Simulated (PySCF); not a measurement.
# CH₅Ge: irc calculation (part 2 of 2)

Continued. System: CH₅Ge, multiplicity 2, SMILES [CH2][GeH3]. Method: HF/LANL08, UHF, dispersion D3(BJ), core potentials lanl08 (PySCF 2.14.0). The input sets isotopic masses. The geometry was optimised with HF/LANL08 saddle.

Geometry of the input (Å):
```
C  -0.2707  -1.1511  0.1593
Ge 0.2141  0.7033  -0.0324
H  -1.2885  -1.4298  0.3592
H  0.3978  -1.9254  -0.1676
H  -0.4362  -0.3031  -1.1681
H  -0.6442  1.6417  0.7888
H  1.7045  0.9528  0.0571
```

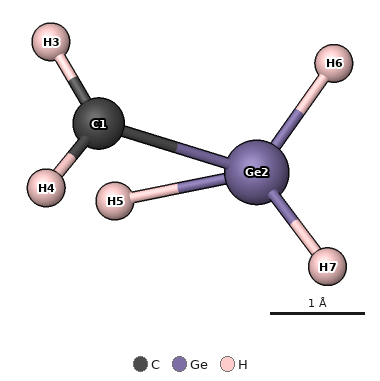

**Figure 1.** The structure as given in the input (ball-and-stick view, seen at a tilt; atoms are numbered from 1 in the order of the input). Sticks mark near contacts.

## Output, continued
```
--------------- SecondOrderDFUHF_Scanner gradients ---------------
         x                y                z
0 C     0.0154334559    -0.0071260506     0.0561320298
1 Ge    -0.0143398519    -0.0256895792    -0.0217279415
2 H    -0.0053186078    -0.0005616736    -0.0146004139
3 H    -0.0043202595    -0.0008562361    -0.0149119197
4 H     0.0106449441     0.0361723293     0.0000290644
5 H    -0.0018652774    -0.0007332829    -0.0022016672
6 H    -0.0002344036    -0.0012055069    -0.0027191519
----------------------------------------------

WARN: Mole.unit (angstrom) is changed to bohr

converged SCF energy = -44.3184631356289  <S^2> = 0.83627408  2S+1 = 2.0844895
--------------- SecondOrderDFUHF_Scanner gradients ---------------
         x                y                z
0 C    -0.0022521862     0.0056394274    -0.0124884010
1 Ge     0.0035055993     0.0089715390     0.0026970860
2 H     0.0002631523    -0.0000007469     0.0005688590
3 H     0.0001269728     0.0000270219     0.0006156162
4 H    -0.0020012915    -0.0132890712     0.0061720719
5 H     0.0000133590    -0.0006332863     0.0012595034
6 H     0.0003443943    -0.0007148840     0.0011752645
----------------------------------------------

WARN: Mole.unit (angstrom) is changed to bohr

converged SCF energy = -44.3194187063379  <S^2> = 0.82683715  2S+1 = 2.0754153
--------------- SecondOrderDFUHF_Scanner gradients ---------------
         x                y                z
0 C    -0.0032704554     0.0081106091    -0.0181335699
1 Ge     0.0052154689     0.0134484407     0.0039460496
2 H     0.0003387536    -0.0000105593     0.0007913177
3 H     0.0001741708     0.0000369855     0.0008475924
4 H    -0.0029681560    -0.0195429773     0.0089586470
5 H     0.0000078823    -0.0009555930     0.0018625727
6 H     0.0005023358    -0.0010869057     0.0017273906
----------------------------------------------

WARN: Mole.unit (angstrom) is changed to bohr

converged SCF energy = -44.3207213983032  <S^2> = 0.81628379  2S+1 = 2.0652204
--------------- SecondOrderDFUHF_Scanner gradients ---------------
         x                y                z
0 C    -0.0042652120     0.0102521505    -0.0232383835
1 Ge     0.0068158992     0.0177137161     0.0050583256
2 H     0.0004596654    -0.0000004782     0.0009593381
3 H     0.0002041440     0.0000562381     0.0010393124
4 H    -0.0038593202    -0.0253021818     0.0115269062
5 H     0.0000001528    -0.0012727575     0.0024168422
6 H     0.0006446707    -0.0014466873     0.0022376590
----------------------------------------------

WARN: Mole.unit (angstrom) is changed to bohr

converged SCF energy = -44.3223374192894  <S^2> = 0.80575126  2S+1 = 2.0549951
--------------- SecondOrderDFUHF_Scanner gradients ---------------
         x                y                z
0 C    -0.0051119422     0.0120415923    -0.0276910652
1 Ge     0.0082891125     0.0216557152     0.0060589580
2 H     0.0005076521     0.0000034681     0.0010976435
3 H     0.0002337915     0.0000762150     0.0011848988
4 H    -0.0046635724    -0.0304187673     0.0137670111
5 H    -0.0000128178    -0.0015733863     0.0029000714
6 H     0.0007577763    -0.0017848370     0.0026824825
----------------------------------------------

WARN: Mole.unit (angstrom) is changed to bohr

converged SCF energy = -44.324225289452  <S^2> = 0.79606083  2S+1 = 2.0455423
--------------- SecondOrderDFUHF_Scanner gradients ---------------
         x                y                z
0 C    -0.0058748921     0.0134511729    -0.0314275035
1 Ge     0.0095659100     0.0251093259     0.0068944686
2 H     0.0005663076     0.0000201828     0.0011969992
3 H     0.0002607844     0.0000961728     0.0012920605
4 H    -0.0053355045    -0.0347543059     0.0156964153
5 H    -0.0000340508    -0.0018388017     0.0032998384
6 H     0.0008514453    -0.0020837468     0.0030477215
----------------------------------------------

WARN: Mole.unit (angstrom) is changed to bohr

converged SCF energy = -44.3263384619722  <S^2> = 0.78784645  2S+1 = 2.037495
--------------- SecondOrderDFUHF_Scanner gradients ---------------
         x                y                z
0 C    -0.0065035327     0.0144638331    -0.0344221356
1 Ge     0.0106508604     0.0280489850     0.0075986314
2 H     0.0005916473     0.0000430385     0.0012708846
3 H     0.0002875660     0.0001238875     0.0013661822
4 H    -0.0058777863    -0.0382637956     0.0172629666
5 H    -0.0000584006    -0.0020732968     0.0036003167
6 H     0.0009096458    -0.0023426517     0.0033231541
----------------------------------------------

WARN: Mole.unit (angstrom) is changed to bohr

converged SCF energy = -44.3286294709731  <S^2> = 0.78133046  2S+1 = 2.0310888
--------------- SecondOrderDFUHF_Scanner gradients ---------------
         x                y                z
0 C    -0.0070225759     0.0151241910    -0.0367008235
1 Ge     0.0115262089     0.0304267950     0.0081622160
2 H     0.0006092137     0.0000720294     0.0013196983
3 H     0.0003164939     0.0001486801     0.0014107721
4 H    -0.0062866800    -0.0409554622     0.0184869732
5 H    -0.0000933182    -0.0022623180     0.0038106772
6 H     0.0009506577    -0.0025539153     0.0035104867
----------------------------------------------

WARN: Mole.unit (angstrom) is changed to bohr

converged SCF energy = -44.3310531677422  <S^2> = 0.77644279  2S+1 = 2.0262703
--------------- SecondOrderDFUHF_Scanner gradients ---------------
         x                y                z
0 C    -0.0074319053     0.0154465319    -0.0383282418
1 Ge     0.0122263603     0.0323130424     0.0086277814
2 H     0.0006097948     0.0001099163     0.0013503940
3 H     0.0003482524     0.0001798757     0.0014319553
4 H    -0.0065818231    -0.0429043009     0.0193757153
5 H    -0.0001308754    -0.0024197663     0.0039284934
6 H     0.0009601962    -0.0027252990     0.0036139025
----------------------------------------------

WARN: Mole.unit (angstrom) is changed to bohr

converged SCF energy = -44.3335694269233  <S^2> = 0.77294189  2S+1 = 2.0228118
--------------- SecondOrderDFUHF_Scanner gradients ---------------
         x                y                z
0 C    -0.0077448234     0.0155087026    -0.0393891636
1 Ge     0.0127648198     0.0337393172     0.0090095046
2 H     0.0005989488     0.0001487397     0.0013641478
3 H     0.0003821046     0.0002056733     0.0014314615
4 H    -0.0067837726    -0.0442132023     0.0199604922
5 H    -0.0001785714    -0.0025346714     0.0039765936
6 H     0.0009612942    -0.0028545591     0.0036469639
----------------------------------------------

WARN: Mole.unit (angstrom) is changed to bohr

converged SCF energy = -44.3361439258804  <S^2> = 0.77052709  2S+1 = 2.0204228
--------------- SecondOrderDFUHF_Scanner gradients ---------------
         x                y                z
0 C    -0.0079779569     0.0153315163    -0.0399754028
1 Ge     0.0131848216     0.0348085467     0.0093483366
2 H     0.0005769287     0.0001948464     0.0013651724
3 H     0.0004193234     0.0002355931     0.0014140412
4 H    -0.0069144041    -0.0449920530     0.0202745125
5 H    -0.0002274418    -0.0026253613     0.0039556138
6 H     0.0009387292    -0.0029530882     0.0036177263
----------------------------------------------

WARN: Mole.unit (angstrom) is changed to bohr

converged SCF energy = -44.338748503729  <S^2> = 0.76891399  2S+1 = 2.0188254
--------------- SecondOrderDFUHF_Scanner gradients ---------------
         x                y                z
0 C    -0.0081387153     0.0149924913    -0.0401719239
1 Ge     0.0134964291     0.0355519670     0.0096473413
2 H     0.0005463151     0.0002377585     0.0013526020
3 H     0.0004548836     0.0002592522     0.0013806470
4 H    -0.0069906743    -0.0453430705     0.0203598345
5 H    -0.0002847026    -0.0026801577     0.0038902202
6 H     0.0009164645    -0.0030182408     0.0035412789
----------------------------------------------

WARN: Mole.unit (angstrom) is changed to bohr

converged SCF energy = -44.3413601948951  <S^2> = 0.76787202  2S+1 = 2.0177929
--------------- SecondOrderDFUHF_Scanner gradients ---------------
         x                y                z
0 C    -0.0082454118     0.0145013777    -0.0400546254
1 Ge     0.0137416628     0.0360649524     0.0099509735
2 H     0.0005067442     0.0002856049     0.0013313325
3 H     0.0004939873     0.0002846207     0.0013348087
4 H    -0.0070329837    -0.0453575299     0.0202369534
5 H    -0.0003416670    -0.0027177359     0.0037777258
6 H     0.0008776682    -0.0030612899     0.0034228316
----------------------------------------------

WARN: Mole.unit (angstrom) is changed to bohr

converged SCF energy = -44.3439608827327  <S^2> = 0.76722056  2S+1 = 2.0171471
--------------- SecondOrderDFUHF_Scanner gradients ---------------
         x                y                z
0 C    -0.0083000692     0.0139243098    -0.0396870759
1 Ge     0.0139125273     0.0363475890     0.0102336737
2 H     0.0004635096     0.0003277093     0.0012986419
3 H     0.0005273059     0.0003043786     0.0012781156
4 H    -0.0070431856    -0.0451012197     0.0199619499
5 H    -0.0004050237    -0.0027250528     0.0036397417
6 H     0.0008449356    -0.0030777142     0.0032749530
----------------------------------------------

WARN: Mole.unit (angstrom) is changed to bohr

converged SCF energy = -44.3465358990658  <S^2> = 0.76682915  2S+1 = 2.0167589
--------------- SecondOrderDFUHF_Scanner gradients ---------------
         x                y                z
0 C    -0.0083180794     0.0132560079    -0.0391174248
1 Ge     0.0140524167     0.0364868120     0.0105523643
2 H     0.0004117535     0.0003725632     0.0012586578
3 H     0.0005637916     0.0003236607     0.0012105618
4 H    -0.0070434472    -0.0446412406     0.0195269292
5 H    -0.0004665102    -0.0027200525     0.0034696635
6 H     0.0008000750    -0.0030777506     0.0030992483
----------------------------------------------

WARN: Mole.unit (angstrom) is changed to bohr

converged SCF energy = -44.3490740156254  <S^2> = 0.76660413  2S+1 = 2.0165358
--------------- SecondOrderDFUHF_Scanner gradients ---------------
         x                y                z
0 C    -0.0082984662     0.0125519446    -0.0383922516
1 Ge     0.0141340311     0.0364518893     0.0108486334
2 H     0.0003615332     0.0004103615     0.0012081643
3 H     0.0005904601     0.0003389733     0.0011360000
4 H    -0.0070192559    -0.0440083882     0.0190074334
5 H    -0.0005323745    -0.0026890876     0.0032861138
6 H     0.0007640723    -0.0030556929     0.0029059069
----------------------------------------------

WARN: Mole.unit (angstrom) is changed to bohr

converged SCF energy = -44.3515659169101  <S^2> = 0.7664831  2S+1 = 2.0164157
--------------- SecondOrderDFUHF_Scanner gradients ---------------
         x                y                z
0 C    -0.0082535372     0.0117967545    -0.0375384451
1 Ge     0.0142070459     0.0363274811     0.0112017313
2 H     0.0003027079     0.0004491314     0.0011518895
3 H     0.0006203805     0.0003518821     0.0010520003
4 H    -0.0070001653    -0.0432554894     0.0183584691
5 H    -0.0005954019    -0.0026488612     0.0030803498
6 H     0.0007189701    -0.0030208986     0.0026940051
----------------------------------------------

WARN: Mole.unit (angstrom) is changed to bohr

converged SCF energy = -44.3540048497273  <S^2> = 0.76642105  2S+1 = 2.0163542
--------------- SecondOrderDFUHF_Scanner gradients ---------------
         x                y                z
0 C    -0.0081805368     0.0110378610    -0.0365905306
1 Ge     0.0142268779     0.0360599605     0.0115194218
2 H     0.0002500179     0.0004805257     0.0010856587
3 H     0.0006373099     0.0003629044     0.0009639985
4 H    -0.0069562157    -0.0423879174     0.0176811329
5 H    -0.0006607910    -0.0025862021     0.0028682584
6 H     0.0006833378    -0.0029671321     0.0024720603
----------------------------------------------

WARN: Mole.unit (angstrom) is changed to bohr

converged SCF energy = -44.3563848310877  <S^2> = 0.76639146  2S+1 = 2.0163248
--------------- SecondOrderDFUHF_Scanner gradients ---------------
         x                y                z
0 C    -0.0080893487     0.0102536600    -0.0355608375
1 Ge     0.0142521969     0.0357357677     0.0119081321
2 H     0.0001883580     0.0005115083     0.0010148115
3 H     0.0006577237     0.0003699164     0.0008675171
4 H    -0.0069268078    -0.0414517675     0.0168925364
5 H    -0.0007227026    -0.0025161756     0.0026403187
6 H     0.0006405804    -0.0029029092     0.0022375217
----------------------------------------------

WARN: Mole.unit (angstrom) is changed to bohr

converged SCF energy = -44.3587020324286  <S^2> = 0.76637283  2S+1 = 2.0163064
--------------- SecondOrderDFUHF_Scanner gradients ---------------
         x                y                z
0 C    -0.0079766845     0.0094857215    -0.0344772856
1 Ge     0.0142234655     0.0352861553     0.0122419448
2 H     0.0001366744     0.0005354162     0.0009346774
3 H     0.0006629309     0.0003771833     0.0007696068
4 H    -0.0068680790    -0.0404353454     0.0161222610
5 H    -0.0007851064    -0.0024269129     0.0024105815
6 H     0.0006067993    -0.0028222180     0.0019982141
----------------------------------------------

WARN: Mole.unit (angstrom) is changed to bohr

converged SCF energy = -44.36095254676  <S^2> = 0.76635686  2S+1 = 2.0162905
--------------- SecondOrderDFUHF_Scanner gradients ---------------
         x                y                z
0 C    -0.0078504315     0.0087090980    -0.0333421865
1 Ge     0.0142094411     0.0348003247     0.0126570313
2 H     0.0000755764     0.0005578046     0.0008509583
3 H     0.0006719500     0.0003790807     0.0006639954
4 H    -0.0068301858    -0.0393821457     0.0152504959
5 H    -0.0008436169    -0.0023315484     0.0021693389
6 H     0.0005672666    -0.0027326139     0.0017503667
----------------------------------------------

WARN: Mole.unit (angstrom) is changed to bohr

converged SCF energy = -44.3631345151406  <S^2> = 0.7663324  2S+1 = 2.0162662
--------------- SecondOrderDFUHF_Scanner gradients ---------------
         x                y                z
0 C    -0.0077073412     0.0079611488    -0.0321799454
1 Ge     0.0141377345     0.0342003422     0.0129949394
2 H     0.0000273327     0.0005739040     0.0007587573
3 H     0.0006645561     0.0003832507     0.0005590420
4 H    -0.0067569767    -0.0382699218     0.0144362779
5 H    -0.0009008774    -0.0022199873     0.0019292870
6 H     0.0005355721    -0.0026287366     0.0015016418
----------------------------------------------

WARN: Mole.unit (angstrom) is changed to bohr

converged SCF energy = -44.3652453449058  <S^2> = 0.76630024  2S+1 = 2.0162344
--------------- SecondOrderDFUHF_Scanner gradients ---------------
         x                y                z
0 C    -0.0075537046     0.0072152642    -0.0309859422
1 Ge     0.0140871343     0.0335772990     0.0134222187
2 H    -0.0000307196     0.0005876120     0.0006638751
3 H     0.0006613045     0.0003809533     0.0004470580
4 H    -0.0067091905    -0.0371408706     0.0135246502
5 H    -0.0009540003    -0.0021032008     0.0016808691
6 H     0.0004991761    -0.0025170571     0.0012472711
----------------------------------------------

WARN: Mole.unit (angstrom) is changed to bohr

converged SCF energy = -44.3672845546286  <S^2> = 0.76625187  2S+1 = 2.0161864
--------------- SecondOrderDFUHF_Scanner gradients ---------------
         x                y                z
0 C    -0.0073867381     0.0065055272    -0.0297831606
1 Ge     0.0139742982     0.0328491969     0.0137491401
2 H    -0.0000741125     0.0005961087     0.0005614730
3 H     0.0006414181     0.0003826183     0.0003373306
4 H    -0.0066198138    -0.0359669961     0.0127040610
5 H    -0.0010043093    -0.0019732133     0.0014359292
6 H     0.0004692574    -0.0023932419     0.0009952266
----------------------------------------------

WARN: Mole.unit (angstrom) is changed to bohr

converged SCF energy = -44.3692504017464  <S^2> = 0.7661957  2S+1 = 2.0161306
--------------- SecondOrderDFUHF_Scanner gradients ---------------
         x                y                z
0 C    -0.0072112571     0.0058049203    -0.0285617305
1 Ge     0.0138871867     0.0321064603     0.0141722854
2 H    -0.0001273319     0.0006015868     0.0004573356
3 H     0.0006258821     0.0003771148     0.0002214428
4 H    -0.0065596345    -0.0347889165     0.0117858460
5 H    -0.0010503192    -0.0018386721     0.0011850573
6 H     0.0004354738    -0.0022624936     0.0007397635
----------------------------------------------
s (bohr amu^1/2)   E - E(TS) (kcal/mol)
  -1.20    -31.127
  -1.10    -28.523
  -1.00    -25.742
  -0.90    -22.794
  -0.80    -19.700
  -0.70    -16.492
  -0.60    -13.221
  -0.50     -9.971
  -0.40     -6.871
  -0.30     -4.107
  -0.20     -1.909
  -0.10     -0.492
   0.10     -0.481
   0.20     -1.883
   0.30     -4.071
   0.40     -6.923
   0.50    -10.412
   0.60    -14.422
   0.70    -18.684
   0.80    -22.945
   0.90    -27.036
   1.00    -30.863
   1.10    -34.392
   1.20    -37.624
end at s = -1.20

WARN: Mole.unit (angstrom) is changed to bohr

C          -0.26233416       -1.16595039        0.20026869
Ge          0.21177012        0.69733056       -0.03425317
H          -1.29438938       -1.43323805        0.34227579
H           0.39130992       -1.92856078       -0.18433321
H          -0.34873121        0.24633662       -1.40612236
H          -0.63938976        1.67238121        0.74522247
H           1.69349748        0.98795224        0.01813614
end at s = 1.20

WARN: Mole.unit (angstrom) is changed to bohr

C          -0.28174115       -1.13146884        0.10566810
Ge          0.21615915        0.70750783       -0.02979703
H          -1.26006985       -1.43058543        0.44151897
H           0.42133837       -1.92467755       -0.08377324
H          -0.52499271       -0.82878498       -0.95782627
H          -0.63575473        1.63740602        0.82709936
H           1.71677864        0.94733350        0.09430908
```

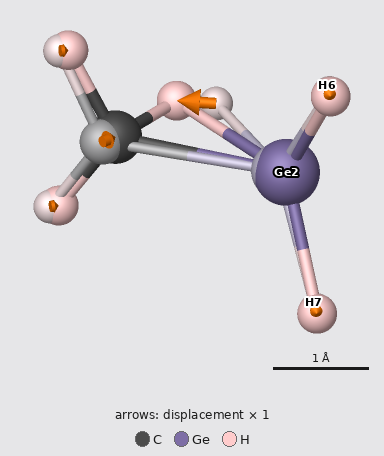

**Figure 2.** Start (faint) and end (solid) with the displacements as orange arrows, at true length (ball-and-stick view, seen at a tilt). The two geometries are laid on each other by the best rigid fit. The largest move after the best rigid fit is that of H5, 0.42 Å. By element the largest moves are H 0.42 Å, C 0.19 Å, Ge 0.08 Å. Among the contacts that change: C1–H5 1.584 → 1.132 Å, Ge2–H5 1.651 → 1.942 Å, C1–Ge2 1.926 → 1.910 Å, Ge2–H6 1.514 → 1.525 Å. New bonds form: C1–H5 (1.58 → 1.13 Å). Among the angles that change: C1–Ge2–H5 51.9° → 34.2°. (Atoms are counted from 1 in the order of the input.)

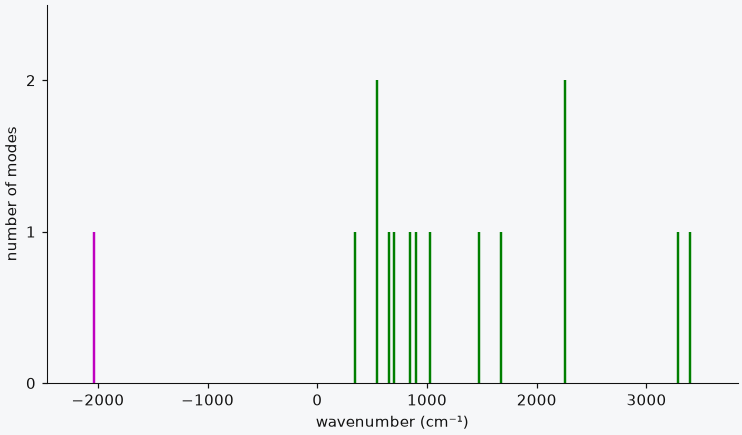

**Figure 3.** Harmonic vibrational wavenumbers from the force constants; neighbouring modes closer than 25 cm⁻¹ are counted in one stick, and imaginary ones are drawn at negative wavenumbers. 15 modes from 2032i to 3399 cm⁻¹, 1 imaginary beyond 8i (2032i cm⁻¹): a first-order saddle point, if the geometry is stationary.

## Summary

```tsv
quantity	value
outcome	converged
total energy	−44.317680 hartree
basis functions	60
wavenumbers, lowest and highest	2032i and 3399 cm⁻¹
wall time	97 s
peak memory	0.31 GiB
```
